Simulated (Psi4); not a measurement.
# Two attempts at CdCl2 (SMILES [Cl][Cd][Cl])

Aim: the energy of CdCl2 at PBE/def2-SVP (core potential).

The calculation is run with Psi4 1.11.

3 further runs of the same task are left out: 2 that didn't finish, 1 set aside as unsound or not needed.

**1. The structure to begin with**

CdCl2 has 3 atoms, charge 0, and is taken as a singlet. SMILES: `[Cl][Cd][Cl]`. Geometry: relaxed at PBE0-D4/def2-TZVP.

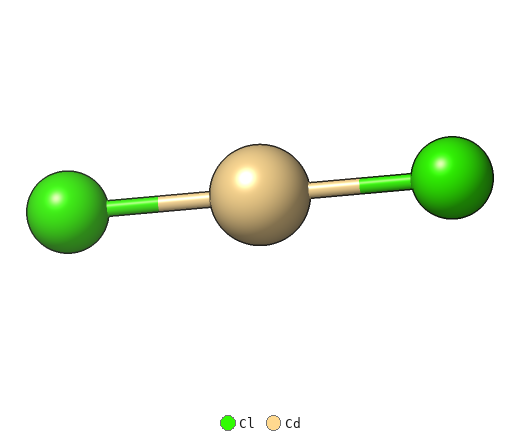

The structure, seen from a chosen angle (chlorine green, cadmium orange).

**2. Try one**

Contents of cdcl2.xyz:

```xyz
3
CdCl2
Cl     1.527900     1.329000     0.973500
Cd    -0.003800    -0.021400    -0.004500
Cl    -1.535000    -1.372500    -0.982300
```

Contents of run_ase.py:

```python
import numpy as np
from ase.calculators.psi4 import Psi4
from ase.io import read

a = read('cdcl2.xyz')
calc = Psi4(atoms=a, method='pbe', basis='def2-SVP', memory='1600MB', num_threads=1, charge=0, multiplicity=1, label='cdcl2')
calc.psi4.set_options({'scf_type': 'pk', 'd_convergence': 1e-16, 'maxiter': 60})
a.calc = calc

print(f'energy: {a.get_potential_energy():.6f} eV')
```

Launch:

```bash
$ python run_ase.py
```

cdcl2.dat:

```text
=> Loading Basis Set <=

    Name: DEF2-SVP
    Role: ORBITAL
    Keyword: BASIS

    !!!  WARNING: ECP capability is in beta. Please check occupations closely.  !!!

         ---------------------------------------------------------
                                   SCF
                              RKS Reference
                        1 Threads,   1525 MiB Core
         ---------------------------------------------------------

  ==> Geometry <==

    Molecular point group: c1
    Full point group: C1

    Geometry (in Angstrom), charge = 0, multiplicity = 1:

[... 138 lines left out ...]
                        Total Energy        Delta E     RMS |[F,P]|
[... 4 lines left out ...]
   @RKS iter   3: -1087.54813806880134   -2.68631e-01   1.56211e-03 ADIIS/DIIS
[... 3 lines left out ...]
   @RKS iter   7: -1087.55395275895648   -8.10924e-07   1.01219e-06 DIIS
[... 4 lines left out ...]
   @RKS iter  52: -1087.55395276184322    0.00000e+00   9.89731e-15 DIIS
[... 3 lines left out ...]
   @RKS iter  56: -1087.55395276184277   -2.27374e-13   1.03077e-14 DIIS
[... 3 lines left out ...]
   @RKS iter  60: -1087.55395276184254   -2.27374e-13   1.06950e-14 DIIS
[... 1 line left out ...]
PsiException: Could not converge SCF iterations in 60 iterations.

  Failed to converge.
```

The script printed:

```text
Traceback (most recent call last):
  File "run_ase.py", line 10, in <module>
    print(f'energy: {a.get_potential_energy():.6f} eV')
psi4.driver.p4util.exceptions.SCFConvergenceError: Could not converge SCF iterations in 60 iterations.
```

It took 9.6 s on 1 thread of Intel Xeon Platinum 8375C at 2.90GHz (Ice Lake), shared host; peak memory 0.34 GiB.

**3. Diagnosis**

The run stopped without converging.

The log says `psi4.driver.p4util.exceptions.SCFConvergenceError: Could not converge SCF iterations in 60 iterations.`. The fault: the convergence threshold is tighter than the arithmetic can reach. To mend it: density convergence threshold at its default in place of 1e-16.

**4. The mended input**

cdcl2.xyz is that of step 2.

Contents of run.py:

```python
import numpy as np
from ase.calculators.psi4 import Psi4
from ase.io import read

a = read('cdcl2.xyz')
calc = Psi4(atoms=a, method='pbe', basis='def2-SVP', memory='1600MB', num_threads=1, charge=0, multiplicity=1, label='psi4-calc')
calc.psi4.set_options({'scf_type': 'pk'})
a.calc = calc

print(f'energy: {a.get_potential_energy():.6f} eV')
```

Launch:

```bash
$ python run.py
```

psi4-calc.dat:

```text
[...]
    !!!  WARNING: ECP capability is in beta. Please check occupations closely.  !!!
[...]
  Running in c1 symmetry.
[...]
  Nuclear repulsion =  192.706338876009568
[...]
  Multiplicity = 1
[...]
  Nalpha       = 27
  Nbeta        = 27
[...]
    Number of basis functions: 67
[...]
   @RKS iter   1: -1087.46344155548240   -6.60267e-01   5.92672e-03 ADIIS/DIIS
[...]
   @RKS iter   8: -1087.55395276180911   -2.85263e-09   1.06743e-07 DIIS
[...]
    Orbital Energies [Eh]
    ---------------------
    Doubly Occupied:
       1A   -100.629842     2A   -100.629741     3A     -9.163971
       4A     -9.163883     5A     -6.992779     6A     -6.992777
       7A     -6.984984     8A     -6.984984     9A     -6.984978
      10A     -6.984978    11A     -4.049101    12A     -2.591984
      13A     -2.591586    14A     -2.591586    15A     -0.736464
      16A     -0.719576    17A     -0.520225    18A     -0.516936
      19A     -0.516936    20A     -0.510199    21A     -0.510198
      22A     -0.342019    23A     -0.320178    24A     -0.282889
      25A     -0.282889    26A     -0.266468    27A     -0.266468
[...]
  @RKS Final Energy: -1087.55395276180911
   => Energetics <=
    Nuclear Repulsion Energy =            192.7063388760095677
    One-Electron Energy =               -1951.7913775549068305
    Two-Electron Energy =                 743.1214492260229463
    DFT Exchange-Correlation Energy =     -71.5903633089347835
    Empirical Dispersion Energy =           0.0000000000000000
    VV10 Nonlocal Energy =                  0.0000000000000000
    Total Energy =                      -1087.5539527618091142
[...]
 Multipole Moments:
 ------------------------------------------------------------------------------------
     Multipole            Electronic (a.u.)      Nuclear  (a.u.)        Total (a.u.)
 ------------------------------------------------------------------------------------
 L = 1.  Multiply by 2.5417464519 to convert [e a0] to [Debye]
 Dipole X            :         -0.0066385            0.0063575           -0.0002810
 Dipole Y            :          0.0092937           -0.0089006            0.0003931
 Dipole Z            :         -0.0026554            0.0025430           -0.0001124
 Magnitude           :                                                    0.0004961
[...]
```

The script printed:

```text
energy: -29593.850431 eV
```

Run time: 3.6 s. Hardware: 1 thread of Intel Xeon Platinum 8375C at 2.90GHz (Ice Lake), shared host; peak memory 0.34 GiB.

**5. Results**

At PBE/def2-SVP (core potential):

```
     quantity           value
 total energy  -1087.55395 Eh
dipole moment          0.00 D
  HOMO energy        -7.25 eV
  LUMO energy        -2.89 eV
HOMO–LUMO gap         4.36 eV
```
